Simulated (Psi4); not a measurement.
# C3H4AlF (SMILES C#[C][Al]([CH3])[F]): MP3/cc-pVDZ

What is the vertical ionisation energy of C3H4AlF at MP3/cc-pVDZ? 

The calculation is run with Psi4 1.11.

9 further runs of the same task are left out: 7 that didn't finish, 2 set aside as unsound or not needed.

### 1 The structure to begin with

C3H4AlF has 9 atoms, charge 0, and is taken as a singlet. As SMILES, `C#[C][Al]([CH3])[F]`. Geometry: relaxed at PBE0-D4/def2-TZVP.

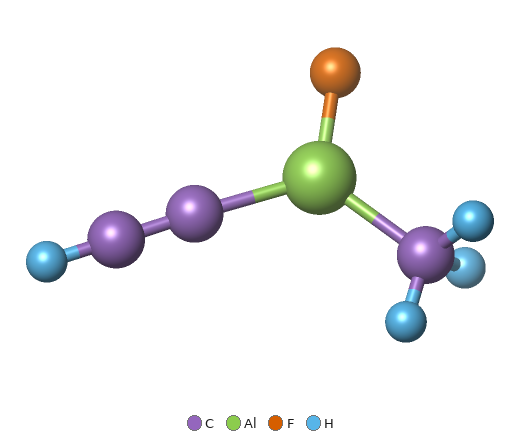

Viewed from a chosen angle; carbon purple, aluminium green, fluorine orange, hydrogen blue.

### 2 A single-point energy at MP3/cc-pVDZ

File calc.dat:

```
memory 1.6 GB

molecule molecule1 {
  C      0.214800     2.769900     0.344200
  C      0.305500     1.631300    -0.055000
  Al     0.406600    -0.178300    -0.626600
  C     -0.438400    -1.662200     0.274100
  F      1.286200    -0.460300    -1.993400
  H      0.139200     3.776200     0.690400
  H     -1.159600    -2.156900    -0.383600
  H      0.298900    -2.419800     0.555700
  H     -0.964600    -1.346100     1.177300
  symmetry c1
}

set {
  basis cc-pVDZ
  puream true
  e_convergence 1e-09
  d_convergence 1e-08
  scf_type pk
  num_frozen_docc 9
  mp_type conv
}

E, wfn = energy("mp3", return_wfn=True)
print_variables()
```

Started as:

```bash
$ psi4 -n 1 calc.dat calc.out
```

calc.out:

```text
[...]
  Running in c1 symmetry.
[...]
  Nuclear repulsion =  179.125009427369434
[...]
  Multiplicity = 1
[...]
  Nalpha       = 22
  Nbeta        = 22
[...]
    Number of basis functions: 94
[...]
   @RHF iter   1:  -457.18685125507824   -1.50986e+00   5.75967e-03 ADIIS/DIIS
[...]
   @RHF iter  13:  -457.33459398296208   -4.43379e-12   3.19189e-09 DIIS
[...]
    Orbital Energies [Eh]
    ---------------------
    Doubly Occupied:
       1A    -58.504637     2A    -26.248640     3A    -11.251368
       4A    -11.217380     5A    -11.213506     6A     -4.920345
       7A     -3.235811     8A     -3.235143     9A     -3.232780
      10A     -1.533206    11A     -1.021087    12A     -0.934998
      13A     -0.739326    14A     -0.668143    15A     -0.618195
      16A     -0.610591    17A     -0.578174    18A     -0.551252
      19A     -0.550176    20A     -0.446861    21A     -0.404869
      22A     -0.401692
[...]
  @RHF Final Energy:  -457.33459398296208
   => Energetics <=
    Nuclear Repulsion Energy =            179.1250094273694344
    One-Electron Energy =                -988.6828409450761228
    Two-Electron Energy =                 352.2232375347446691
    Total Energy =                       -457.3345939829620761
[...]
 Multipole Moments:
 ------------------------------------------------------------------------------------
     Multipole            Electronic (a.u.)      Nuclear  (a.u.)        Total (a.u.)
 ------------------------------------------------------------------------------------
 L = 1.  Multiply by 2.5417464519 to convert [e a0] to [Debye]
 Dipole X            :          3.4419060           -3.9289762           -0.4870703
 Dipole Y            :          1.9167981           -1.7874409            0.1293572
 Dipole Z            :         -4.6282461            5.3780094            0.7497633
 Magnitude           :                                                    0.9033913
[...]
	SCS-MP2 Total Energy (a.u.)        :  -457.96164668951968
	SOS-MP2 Total Energy (a.u.)        :  -457.95612670859896
[...]
	SOS-PI-MP2 Total Energy (a.u.)     :  -458.00393691826332
[...]
	MP2 Total Energy (a.u.)            :  -457.97268665136136
[...]
	SCS-MP3 Total Energy (a.u.)        :  -457.96751485065784
[...]
	MP3 Total Energy (a.u.)            :  -457.99615929591403
[...]
```

Run time: 29 s. Hardware: 1 thread of Intel Xeon Platinum 8259CL at 2.50GHz (Skylake/Cascade Lake), shared host; peak memory 0.73 GiB.

### 3 The doublet cation, same level

File c3h4alf.py:

```python
import psi4

psi4.set_memory(1600000000)
psi4.set_num_threads(1)
psi4.core.set_output_file('c3h4alf.out', False)

molecule = psi4.geometry("""
1 2
C      0.214800     2.769900     0.344200
C      0.305500     1.631300    -0.055000
Al     0.406600    -0.178300    -0.626600
C     -0.438400    -1.662200     0.274100
F      1.286200    -0.460300    -1.993400
H      0.139200     3.776200     0.690400
H     -1.159600    -2.156900    -0.383600
H      0.298900    -2.419800     0.555700
H     -0.964600    -1.346100     1.177300
symmetry c1
no_reorient
no_com
""")

psi4.set_options({
    'basis': 'cc-pVDZ',
    'reference': 'uhf',
    'puream': True,
    'e_convergence': 1e-09,
    'd_convergence': 1e-06,
    'scf_type': 'pk',
    'num_frozen_docc': 9,
    'maxiter': 150,
    'mp_type': 'conv',
    'guess': 'sap',
    'orbital_optimizer_package': 'ooo',
})

result = psi4.energy('mp3', molecule=molecule)
print(f'mp3 energy: {result:.10f} Eh')
```

Started as:

```bash
$ python c3h4alf.py
```

c3h4alf.out:

```text
[...]
  Running in c1 symmetry.
[...]
  Nuclear repulsion =  179.125009427369434
[...]
  Multiplicity = 2
[...]
  Nalpha       = 22
  Nbeta        = 21
[...]
    Number of basis functions: 94
[...]
   @UHF iter   1:  -455.47102047436380   -4.55471e+02   1.64787e-02 ADIIS+DIIS
[...]
   @UHF iter  23:  -456.98834747529446   -3.60387e-10   6.21378e-08 Converged
[...]
   @S^2 Observed:                7.560803070E-01
[...]
    Orbital Energies [Eh]
    ---------------------
    Alpha Occupied:
       1A    -58.706853     2A    -26.416024     3A    -11.605452
       4A    -11.570743     5A    -11.368263     6A     -5.122344
       7A     -3.437035     8A     -3.436999     9A     -3.434756
      10A     -1.697737    11A     -1.404399    12A     -1.085306
      13A     -1.048805    14A     -0.907603    15A     -0.814209
      16A     -0.792364    17A     -0.773047    18A     -0.769593
      19A     -0.741526    20A     -0.700726    21A     -0.696759
      22A     -0.609326
    Alpha Virtual:
      23A     -0.152434    24A     -0.146003    25A     -0.051582
[...]
  @UHF Final Energy:  -456.98834747529219
   => Energetics <=
    Nuclear Repulsion Energy =            179.1250094273694344
    One-Electron Energy =                -978.9056976605493219
    Two-Electron Energy =                 342.7923407578877573
    Total Energy =                       -456.9883474752921870
  UHF NO Occupations:
  HONO-2 :   20  A 1.9990315
  HONO-1 :   21  A 1.9988648
[...]
 Multipole Moments:
 ------------------------------------------------------------------------------------
     Multipole            Electronic (a.u.)      Nuclear  (a.u.)        Total (a.u.)
 ------------------------------------------------------------------------------------
 L = 1.  Multiply by 2.5417464519 to convert [e a0] to [Debye]
 Dipole X            :        -29.6634028           29.6061502           -0.0572525
 Dipole Y            :        -11.3671099           14.7905084            3.4233986
 Dipole Z            :         39.9660221          -39.0545919            0.9114303
 Magnitude           :                                                    3.5431117
[...]
	SCS-MP2 Total Energy (a.u.)        :  -457.56318199979393
	SOS-MP2 Total Energy (a.u.)        :  -457.55959733656590
[...]
	SOS-PI-MP2 Total Energy (a.u.)     :  -457.60353963358693
[...]
	MP2 Total Energy (a.u.)            :  -457.57035132625003
[...]
	SCS-MP3 Total Energy (a.u.)        :  -457.57200346939152
[...]
	MP3 Total Energy (a.u.)            :  -457.60563720464040
[...]
```

Standard output:

```text
mp3 energy: -457.6056372046 Eh
```

It took 43 s on 1 thread of Intel Xeon Platinum 8259CL at 2.50GHz (Skylake/Cascade Lake), shared host; peak memory 0.64 GiB.

### 4 Summary of results

At MP3/cc-pVDZ, 9 core orbitals frozen:

| quantity | value |
| --- | --- |
| singlet C3H4AlF: total energy | -457.99616 Eh |
| singlet C3H4AlF: HOMO energy (Hartree–Fock orbitals) | -10.93 eV |
| singlet C3H4AlF: LUMO energy (Hartree–Fock orbitals) | 1.85 eV |
| singlet C3H4AlF: HOMO–LUMO gap (Hartree–Fock orbitals) | 12.78 eV |
| singlet C3H4AlF: correlation energy (9 core orbitals frozen) | -661.6 mEh |
| doublet cation: total energy | -457.60564 Eh |
| doublet cation: HOMO energy (Hartree–Fock orbitals) (highest over α and β) | -16.53 eV |
| doublet cation: LUMO energy (Hartree–Fock orbitals) (lowest over α and β) | -8.08 eV |
| doublet cation: correlation energy (9 core orbitals frozen) | -617.3 mEh |
| doublet cation: ⟨S²⟩ of the reference determinant | 0.756 |
| vertical ionisation energy (to the doublet cation) | 10.627 eV |

**Reading.** Removing an electron at fixed nuclei costs 10.63 eV (1025 kJ/mol).
